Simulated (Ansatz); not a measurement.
# Resistivity from frozen vibrations: Al(111) with 4 thermally displaced layers, 2x2, part 2 of 2

How much do lattice vibrations at 180 K scatter the electrons of Al? Layers with random displacements are laid between perfect leads, and the resistance is followed against their length.

Ansatz 0.2.0; Ansatz plane-wave DFT, PBE, PAW files; ballistic transport by layer matching (Landauer), zero bias; PAW set soft_1.

So far, open channels per spin nearest the Fermi level: step 2 (with 4 displaced layers) 5.41.

**3. With 8 displaced layers**

System of this step: Al(111) with 8 thermally displaced layers, 2x2. The cell holds 56 atoms: 56 Al. Cell: a = 5.725 Å, b = 5.725 Å, c = 32.761 Å, α = 87.5°, β = 92.5°, γ = 120.0°. It derives from Al. Regions: lead, 24 atoms (24 Al); scattering region, 32 atoms (32 Al). The structure is stacked along c, and the current runs across the ab planes.

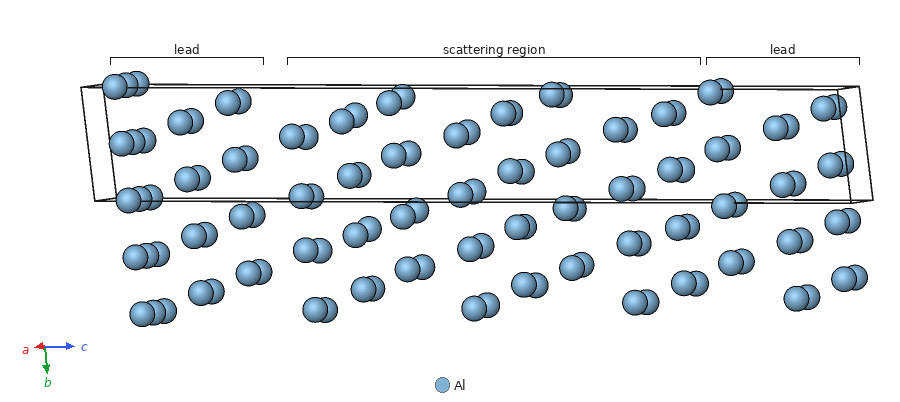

The cell of this step (aluminium light blue). 1×2×1 cells are drawn. Some periodic images of atoms are drawn too.

Contents of input.yaml:

```yaml
crystal:
  lattice:
    - [5.7246940741, 0.0, 0.0]
    - [-2.862347037, 4.957730497, 0.0]
    - [-1.4311735185, 0.8262884162, 32.7193519684]
  atoms:
    - { symbol: Al, position: [0.005952381, 0.994047619, 0.0357142857] }
    - { symbol: Al, position: [0.005952381, 0.494047619, 0.0357142857] }
    - { symbol: Al, position: [0.505952381, 0.994047619, 0.0357142857] }
    - { symbol: Al, position: [0.505952381, 0.494047619, 0.0357142857] }
    - { symbol: Al, position: [0.1845238095, 0.3154761905, 0.1071428571] }
    - { symbol: Al, position: [0.1845238095, 0.8154761905, 0.1071428571] }
    - { symbol: Al, position: [0.6845238095, 0.3154761905, 0.1071428571] }
    - { symbol: Al, position: [0.6845238095, 0.8154761905, 0.1071428571] }
    - { symbol: Al, position: [0.3630952381, 0.1369047619, 0.1785714286] }
    - { symbol: Al, position: [0.3630952381, 0.6369047619, 0.1785714286] }
    - { symbol: Al, position: [0.8630952381, 0.1369047619, 0.1785714286] }
    - { symbol: Al, position: [0.8630952381, 0.6369047619, 0.1785714286] }
    - { symbol: Al, position: [0.0767163656, 0.9788905746, 0.2508523236] }
    - { symbol: Al, position: [0.0254220208, 0.4580022868, 0.25156564] }
    - { symbol: Al, position: [0.527385484, 0.9643815579, 0.2510251904] }
    - { symbol: Al, position: [0.5415725621, 0.4399587289, 0.2484218925] }
    - { symbol: Al, position: [0.2057742969, 0.2606582369, 0.3255768241] }
    - { symbol: Al, position: [0.2159645173, 0.7850425563, 0.3208118967] }
    - { symbol: Al, position: [0.7524651074, 0.3002921977, 0.3229390666] }
    - { symbol: Al, position: [0.6908833746, 0.7803090674, 0.3230591081] }
    - { symbol: Al, position: [0.4083558748, 0.0907406, 0.3972024936] }
    - { symbol: Al, position: [0.3759763479, 0.5904065756, 0.395087162] }
    - { symbol: Al, position: [0.9153116149, 0.1326325346, 0.393306746] }
    - { symbol: Al, position: [0.8867734081, 0.5956814684, 0.390254847] }
    - { symbol: Al, position: [0.0651571952, 0.9323105089, 0.4656717481] }
    - { symbol: Al, position: [0.0897597964, 0.4100704062, 0.4683140999] }
    - { symbol: Al, position: [0.5856818889, 0.9475717361, 0.4632535548] }
    - { symbol: Al, position: [0.5697313734, 0.4261405974, 0.4667456471] }
    - { symbol: Al, position: [0.2530059635, 0.2353647073, 0.5325155844] }
    - { symbol: Al, position: [0.241197755, 0.751566282, 0.5380746718] }
    - { symbol: Al, position: [0.7456048394, 0.2267904515, 0.5377964211] }
    - { symbol: Al, position: [0.7331345125, 0.7325773185, 0.5371953634] }
    - { symbol: Al, position: [0.4066617145, 0.0717887137, 0.6057556905] }
    - { symbol: Al, position: [0.4354979751, 0.5642043359, 0.6076248837] }
    - { symbol: Al, position: [0.9385826111, 0.0529748819, 0.6105317851] }
    - { symbol: Al, position: [0.951524212, 0.5782932437, 0.6099209642] }
    - { symbol: Al, position: [0.130503621, 0.9001602317, 0.6787517133] }
    - { symbol: Al, position: [0.0922782989, 0.3850850688, 0.676736198] }
    - { symbol: Al, position: [0.5955099038, 0.8911987135, 0.6772154838] }
    - { symbol: Al, position: [0.5909564712, 0.3703815801, 0.6792115817] }
    - { symbol: Al, position: [0.3069576957, 0.2291539043, 0.7499668146] }
    - { symbol: Al, position: [0.3173606999, 0.7299473392, 0.7527430527] }
    - { symbol: Al, position: [0.7692298547, 0.2275374114, 0.7508099664] }
    - { symbol: Al, position: [0.8005167122, 0.7140241884, 0.7509128451] }
    - { symbol: Al, position: [0.4702380952, 0.0297619048, 0.8214285714] }
    - { symbol: Al, position: [0.4702380952, 0.5297619048, 0.8214285714] }
    - { symbol: Al, position: [0.9702380952, 0.0297619048, 0.8214285714] }
    - { symbol: Al, position: [0.9702380952, 0.5297619048, 0.8214285714] }
    - { symbol: Al, position: [0.1488095238, 0.8511904762, 0.8928571429] }
    - { symbol: Al, position: [0.1488095238, 0.3511904762, 0.8928571429] }
    - { symbol: Al, position: [0.6488095238, 0.8511904762, 0.8928571429] }
    - { symbol: Al, position: [0.6488095238, 0.3511904762, 0.8928571429] }
    - { symbol: Al, position: [0.3273809524, 0.1726190476, 0.9642857143] }
    - { symbol: Al, position: [0.3273809524, 0.6726190476, 0.9642857143] }
    - { symbol: Al, position: [0.8273809524, 0.1726190476, 0.9642857143] }
    - { symbol: Al, position: [0.8273809524, 0.6726190476, 0.9642857143] }
kpoints:
  mp_grid: { grid: [5, 5, 1] }
hamiltonian:
  xc: pbe
  pseudopotentials: { kind: paw, azcp: { folder: soft_1 } }
scf:
  occupations: { method: fermi_dirac, width: 0.1 }
output:
  transmission:
    leads: [[0, 4]]
    kmesh: [10, 10]
    e_range: [-0.05, 0.05]
    de: 0.05
  write_potential: true
  write_density: true
  volumetric_format: npy
```

Command:

```bash
> ansatz run input.yaml --threads 4 --pin off --max-ram 15360MiB --backend cpu --events-out ev --progress --plain --runs-dir out
```

Numbers of over 12 decimals in the logs are rounded to 6 here.

The log of the run:

```text
[...]
Crystal: 56 atoms, lattice volume = 928.624 Å³
Basis set: ecut = 420 eV, 18271 PW (Γ)
Bands: 140, of which v1, the nominal top of the filled ones, is band 84 counted from 1 (83 counted from 0)
Symmetry: 1 space group operations
[...]
k-points: 13 of 25 (time reversal used)
[...]
SCF iter   1: F=—  HF=-30101.022541 eV  |F-HF|=—  |Δ(HF+E_count)|=         —  Δρ=2.34e-2  dr2=7.07e0  ethr=3.10e-3  ⟨swp⟩=7.0  Hψ=8608  notcnv=0  defer=48
[...]
SCF iter   7: F=-30098.758081 eV  HF=-30098.758081 eV  |F-HF|=1.08e-8  |Δ(HF+E_count)|=   2.48e-8  Δρ=9.77e-7  dr2=1.89e-8  ethr=5.95e-11  ⟨swp⟩=13.0  Hψ=7227  notcnv=0
SCF 1 converged in 7 iterations: F = -30098.758081 eV  dr2 = 1.89e-8
[...]
transmission: 222 of 2132 steps passed
transmission: 432 of 2132 steps passed
[...]
transmission: 2132 of 2132 steps passed
SCF converged after 7 iterations
Free energy (F): -30098.758081 eV
[...]
Internal energy: -30097.861462 eV  (E = F + TS)
E sigma→0 (E₀):  -30098.309772 eV
Entropy (-TS):   -0.896619 eV (-16.011 meV/atom)
Fermi energy:    7.938954 eV
[...]
--- Band table (eV; the first three rows and the last of 13) ---
  k-point 0: bands = [... 80 lower, 6.5371, 6.5543, 6.6088, 7.0250, 7.0578, 7.1095, 7.1331, 7.2251, ... 52 higher]
  k-point 1: bands = [... 80 lower, 6.9402, 7.0577, 7.1200, 7.1787, 7.2058, 7.6149, 7.6664, 7.6886, ... 52 higher]
  k-point 2: bands = [... 80 lower, 7.9998, 8.0314, 8.0954, 8.1220, 8.1512, 8.1797, 8.2009, 8.2815, ... 52 higher]
  k-point 12: bands = [... 80 lower, 7.7430, 7.9079, 7.9222, 7.9763, 7.9979, 8.0071, 8.0419, 8.0752, ... 52 higher]
--- Transmission ---
  basis      : 253 plane waves across, 41 finite elements along
  points     : 52, standing for a mesh of 10 x 10
[...]
channels       : 5.410000e0 a spin
[...]
junction   : crystal 0 to crystal 0, 0.70 to 31.08 Å
    transmission   : 4.971774e0 a spin
[...]
```

Run time: 12 min. Hardware: 4 threads of Arm Neoverse V1, shared host; peak memory 3.1 GiB.

Numbers from this step:

```
free energy                                   : -30098.7581 eV
energy at zero smearing                       : -30098.3098 eV
Fermi energy                                  : 7.939 eV
transmission per spin nearest the Fermi level : 4.972
step of the lead's potential                  : 4.7 meV
```

Per spin. The transmission, zone mean by energy, zero at the Fermi level:

```
energy (eV)  transmission, zone mean
    -0.0500                     4.80
     0.0000                     4.97
     0.0500                     5.06
```

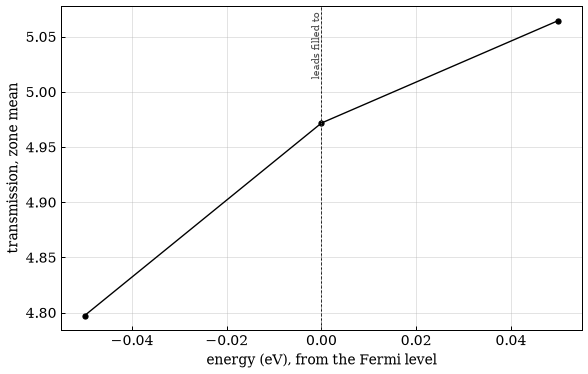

Transmission, zone mean against energy.

Over the solved energies the transmission per spin lies between 4.80 and 5.06, out of 5.41 channels of the lead on average (up to 5.59).

**4. With 12 displaced layers**

System of this step: Al(111) with 12 thermally displaced layers, 2x2. The cell holds 72 atoms: 72 Al. Its edges and angles: a = 5.725 Å, b = 5.725 Å, c = 42.068 Å, α = 90.0°, β = 90.0°, γ = 120.0°. It derives from Al. Regions: lead, 24 atoms (24 Al); scattering region, 48 atoms (48 Al). The structure is stacked along c, and the current runs across the ab planes.

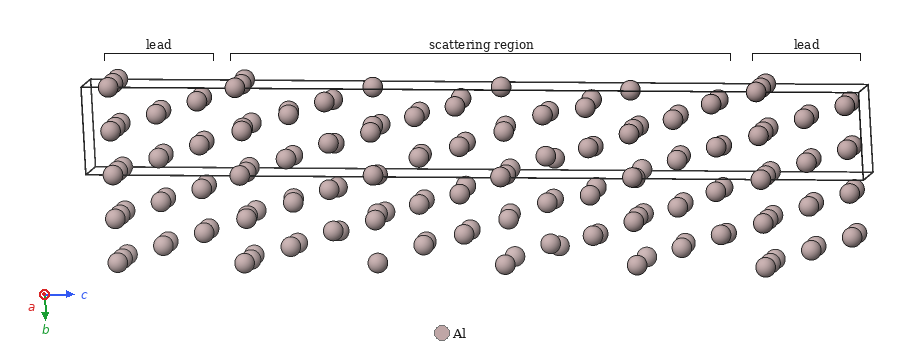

The cell of this step (aluminium light grey). 1×2×1 cells are drawn. Some periodic images of atoms are drawn too.

Contents of input.yaml:

```yaml
crystal:
  lattice:
    - [5.7246940741, 0.0, 0.0]
    - [-2.862347037, 4.957730497, 0.0]
    - [0.0, 0.0, 42.0677382451]
  atoms:
    - { symbol: Al, position: [0.0, 0.0, 0.0277777778] }
    - { symbol: Al, position: [0.0, 0.5, 0.0277777778] }
    - { symbol: Al, position: [0.5, 0.0, 0.0277777778] }
    - { symbol: Al, position: [0.5, 0.5, 0.0277777778] }
    - { symbol: Al, position: [0.1666666667, 0.3333333333, 0.0833333333] }
    - { symbol: Al, position: [0.1666666667, 0.8333333333, 0.0833333333] }
    - { symbol: Al, position: [0.6666666667, 0.3333333333, 0.0833333333] }
    - { symbol: Al, position: [0.6666666667, 0.8333333333, 0.0833333333] }
    - { symbol: Al, position: [0.3333333333, 0.1666666667, 0.1388888889] }
    - { symbol: Al, position: [0.3333333333, 0.6666666667, 0.1388888889] }
    - { symbol: Al, position: [0.8333333333, 0.1666666667, 0.1388888889] }
    - { symbol: Al, position: [0.8333333333, 0.6666666667, 0.1388888889] }
    - { symbol: Al, position: [0.0015293317, 0.9943508241, 0.1909170298] }
    - { symbol: Al, position: [0.9921901528, 0.4873495284, 0.1964480801] }
    - { symbol: Al, position: [0.4967207749, 0.0013138743, 0.1928684785] }
    - { symbol: Al, position: [0.4929489667, 0.4998184735, 0.1916891663] }
    - { symbol: Al, position: [0.1699305199, 0.3316637914, 0.2478005638] }
    - { symbol: Al, position: [0.1380141059, 0.841408603, 0.2494480002] }
    - { symbol: Al, position: [0.6575836501, 0.3296163381, 0.2533694494] }
    - { symbol: Al, position: [0.6666695113, 0.8346966917, 0.2472415727] }
    - { symbol: Al, position: [0.3630086097, 0.1811076219, 0.3075346531] }
    - { symbol: Al, position: [0.3411970785, 0.6810945077, 0.3062436388] }
    - { symbol: Al, position: [0.8404939506, 0.1642712002, 0.3028215855] }
    - { symbol: Al, position: [0.8321297869, 0.6362110465, 0.305110488] }
    - { symbol: Al, position: [0.9890050283, 0.9835857287, 0.3622484162] }
    - { symbol: Al, position: [0.9938312346, 0.4931238381, 0.3620753851] }
    - { symbol: Al, position: [0.5044348153, 0.0218620822, 0.3617630383] }
    - { symbol: Al, position: [0.4782333485, 0.4693979169, 0.3586853106] }
    - { symbol: Al, position: [0.1810829587, 0.3325368422, 0.4161414874] }
    - { symbol: Al, position: [0.1789715136, 0.8131448615, 0.415580308] }
    - { symbol: Al, position: [0.6648392238, 0.3425620868, 0.4154358503] }
    - { symbol: Al, position: [0.6456729394, 0.8080688165, 0.4180195643] }
    - { symbol: Al, position: [0.3405727741, 0.1591686553, 0.4725252076] }
    - { symbol: Al, position: [0.3120002459, 0.6592404848, 0.4747782352] }
    - { symbol: Al, position: [0.8533656482, 0.2030310184, 0.4707620289] }
    - { symbol: Al, position: [0.8397045637, 0.6635894701, 0.473271779] }
    - { symbol: Al, position: [0.9954851666, 0.9911669287, 0.5261684029] }
    - { symbol: Al, position: [0.041184305, 0.4987826145, 0.5240369982] }
    - { symbol: Al, position: [0.4964950164, 0.0106721195, 0.5268502934] }
    - { symbol: Al, position: [0.5264328835, 0.5157774149, 0.5274951991] }
    - { symbol: Al, position: [0.1523222975, 0.3175181002, 0.5820349391] }
    - { symbol: Al, position: [0.1560647232, 0.8522901298, 0.5862839839] }
    - { symbol: Al, position: [0.6402446615, 0.3147340369, 0.5800528543] }
    - { symbol: Al, position: [0.6290820632, 0.7844406267, 0.5812144772] }
    - { symbol: Al, position: [0.3482911389, 0.1612258962, 0.6404740893] }
    - { symbol: Al, position: [0.3405243782, 0.6943789835, 0.6392584258] }
    - { symbol: Al, position: [0.8482134307, 0.2068409707, 0.6382870139] }
    - { symbol: Al, position: [0.8182758953, 0.6698446628, 0.6388168523] }
    - { symbol: Al, position: [0.0072819127, 0.985493789, 0.6959371441] }
    - { symbol: Al, position: [0.0063691852, 0.4894908244, 0.6947472519] }
    - { symbol: Al, position: [0.5071371793, 0.0369222377, 0.6931383095] }
    - { symbol: Al, position: [0.4854361966, 0.4832240645, 0.6938024111] }
    - { symbol: Al, position: [0.1726289435, 0.3454180786, 0.7488675854] }
    - { symbol: Al, position: [0.1529868555, 0.8110382625, 0.7484652206] }
    - { symbol: Al, position: [0.7124253561, 0.3497221544, 0.7485505072] }
    - { symbol: Al, position: [0.6407589955, 0.8179779845, 0.7499597648] }
    - { symbol: Al, position: [0.3279487122, 0.1549506787, 0.8031690403] }
    - { symbol: Al, position: [0.3562763949, 0.6737760452, 0.8048607553] }
    - { symbol: Al, position: [0.8261581946, 0.1583320336, 0.8001093747] }
    - { symbol: Al, position: [0.8264849079, 0.6498166542, 0.8036956388] }
    - { symbol: Al, position: [0.0, 0.0, 0.8611111111] }
    - { symbol: Al, position: [0.0, 0.5, 0.8611111111] }
    - { symbol: Al, position: [0.5, 0.0, 0.8611111111] }
    - { symbol: Al, position: [0.5, 0.5, 0.8611111111] }
    - { symbol: Al, position: [0.1666666667, 0.3333333333, 0.9166666667] }
    - { symbol: Al, position: [0.1666666667, 0.8333333333, 0.9166666667] }
    - { symbol: Al, position: [0.6666666667, 0.3333333333, 0.9166666667] }
    - { symbol: Al, position: [0.6666666667, 0.8333333333, 0.9166666667] }
    - { symbol: Al, position: [0.3333333333, 0.1666666667, 0.9722222222] }
    - { symbol: Al, position: [0.3333333333, 0.6666666667, 0.9722222222] }
    - { symbol: Al, position: [0.8333333333, 0.1666666667, 0.9722222222] }
    - { symbol: Al, position: [0.8333333333, 0.6666666667, 0.9722222222] }
kpoints:
  mp_grid: { grid: [5, 5, 1] }
hamiltonian:
  xc: pbe
  pseudopotentials: { kind: paw, azcp: { folder: soft_1 } }
scf:
  occupations: { method: fermi_dirac, width: 0.1 }
output:
  transmission:
    leads: [[0, 4]]
    kmesh: [10, 10]
    e_range: [-0.05, 0.05]
    de: 0.05
  write_potential: true
  write_density: true
  volumetric_format: npy
```

The log of the run:

```text
[...]
Crystal: 72 atoms, lattice volume = 1193.945 Å³
Basis set: ecut = 420 eV, 23469 PW (Γ)
Bands: 180, of which v1, the nominal top of the filled ones, is band 108 counted from 1 (107 counted from 0)
Symmetry: 1 space group operations
[...]
k-points: 13 of 25 (time reversal used)
[...]
SCF iter   1: F=—  HF=-38700.957327 eV  |F-HF|=—  |Δ(HF+E_count)|=         —  Δρ=2.36e-2  dr2=1.11e1  ethr=3.10e-3  ⟨swp⟩=6.3  Hψ=10887  notcnv=0  defer=105
[...]
SCF iter   7: F=-38697.930975 eV  HF=-38697.930975 eV  |F-HF|=2.67e-8  |Δ(HF+E_count)|=   4.73e-8  Δρ=1.52e-6  dr2=5.15e-8  ethr=4.63e-11  ⟨swp⟩=13.5  Hψ=10154  notcnv=0
SCF 1 converged in 7 iterations: F = -38697.930975 eV  dr2 = 5.15e-8
[...]
transmission: 273 of 2704 steps passed
transmission: 549 of 2704 steps passed
[...]
transmission: 2704 of 2704 steps passed
SCF converged after 7 iterations
Free energy (F): -38697.930975 eV
[...]
Internal energy: -38696.711107 eV  (E = F + TS)
E sigma→0 (E₀):  -38697.321041 eV
Entropy (-TS):   -1.219868 eV (-16.943 meV/atom)
Fermi energy:    7.948988 eV
[...]
--- Band table (eV; the first three rows and the last of 13) ---
  k-point 0: bands = [... 104 lower, 6.6271, 6.6744, 6.6890, 6.8073, 6.8331, 6.8493, 6.8600, 6.8817, ... 68 higher]
  k-point 1: bands = [... 104 lower, 6.9498, 6.9807, 7.1255, 7.1498, 7.1640, 7.1700, 7.2192, 7.4119, ... 68 higher]
  k-point 2: bands = [... 104 lower, 7.9997, 8.0244, 8.0434, 8.0737, 8.1045, 8.1186, 8.1344, 8.1905, ... 68 higher]
  k-point 12: bands = [... 104 lower, 7.7329, 7.8877, 7.9095, 7.9378, 7.9747, 8.0039, 8.0343, 8.0554, ... 68 higher]
--- Transmission ---
  basis      : 253 plane waves across, 52 finite elements along
  points     : 52, standing for a mesh of 10 x 10
[...]
channels       : 5.590000e0 a spin
[...]
junction   : crystal 0 to crystal 0, 0.70 to 40.43 Å
    transmission   : 4.769933e0 a spin
[...]
```

Run time: 14 min. Hardware: 4 threads; peak memory 4.9 GiB; 45 min of CPU time.

Numbers from this step:

```
free energy                                    : -38697.9310 eV
energy at zero smearing                        : -38697.3210 eV
Fermi energy                                   : 7.949 eV
transmission per spin nearest the Fermi level  : 4.770
open channels per spin nearest the Fermi level : 5.59
step of the lead's potential                   : 5.9 meV
```

Per spin. The transmission, zone mean by energy, zero at the Fermi level:

| energy (eV) | transmission, zone mean |
| --- | --- |
| -0.0500 | 4.61 |
| 0.0000 | 4.77 |
| 0.0500 | 4.70 |

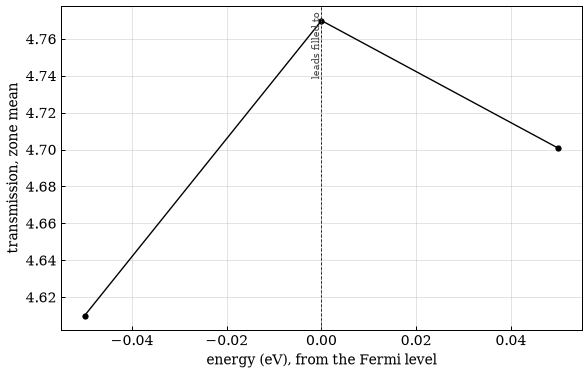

Transmission, zone mean against energy.

Over the solved energies the transmission per spin lies between 4.61 and 4.77, out of 5.47 channels of the lead on average (up to 5.59).

**5. The fit**

This step: Ansatz plane-wave DFT, PBE, PAW files; ballistic transport by layer matching (Landauer), zero bias; resistivity from the slope of the area resistance; PAW set soft_1 (Ansatz 0.2.0).

This step gave:

| Quantity | Value |
| --- | --- |
| resistivity | 4.089 µΩ cm |
| intercept | -0.006828 fΩ m² |
| scatter about the fit | 0.004159 fΩ m² |

Resistance, by row:

```csv
run,length (Å),T,channels N,RA (fΩ m²)
n4,9.348,5.155,5.417,0.03434
n8,18.7,4.945,5.41,0.06373
n12,28.05,4.694,5.47,0.1108
```

Area resistance against length of the displaced region:

| length of the displaced region (Å) | area resistance (fΩ m²) |
| --- | --- |
| 9.35 | 0.0343 |
| 18.70 | 0.0637 |
| 28.05 | 0.111 |

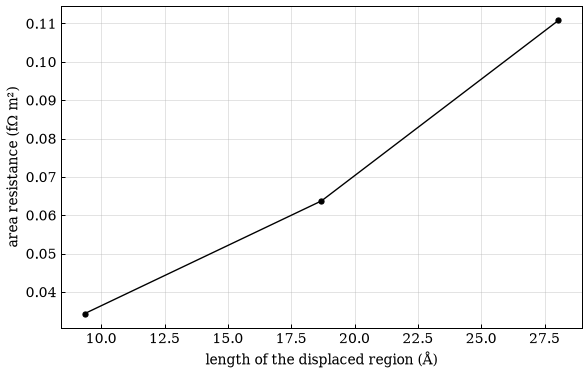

Area resistance against length of the displaced region.

The area resistance goes from 0.034 to 0.11 fΩ m² between 9.3 and 28.0 Å, a slope of 4.1 µΩ cm.

By hand from the end points: (0.1108 − 0.03434) fΩ m² / (28.05 − 9.35) Å = 4.1 µΩ cm, since 1 fΩ m² per Å is 1000 µΩ cm.

**6. Results**

| Quantity | Value |
| --- | --- |
| resistivity from the slope | 4.09 µΩ cm |
| area resistance over 9.35 Å | 0.0343 fΩ m² |
| area resistance over 18.7 Å | 0.0637 fΩ m² |
| area resistance over 28.0 Å | 0.111 fΩ m² |

**Reading.** The slope gives 4.1 µΩ cm. The points scatter by 0.0042 fΩ m² about the line, with one random draw a length in a 2x2 cell, so the slope is a rough value. The mean square of the displacements drawn is 0.78, 0.99 and 1.2 of the nominal one at the three lengths; with each resistance scaled back by that, the slope is 2.7 µΩ cm, the value used below. The lead's own channel count moves between the runs (5.42, 5.41 and 5.47), which shifts RA and the slope too. Read with a model of isotropic scattering on a spherical Fermi surface and the lead's 1.5×10¹⁵ S/m², this slope means a mean free path near 224 Å; over these lengths the model's slope is 1.18 times its bulk resistivity, which would be 2.3 µΩ cm. Uncorrelated displacements put too much weight on short waves, which scatter strongly; with the sideways repeat of a small cell, one draw and three short lengths, the method is good to a factor of two or three.

[Logs are printed without paths, hosts, clocks, repeated set-up lines and the standing remarks that a program may print on its own settings, such as how far it seeks lower states.]

[Hosts, paths, dates, database ids (printed as entryN), source tags and the programs' standing remarks are cut or masked in the printed files.]
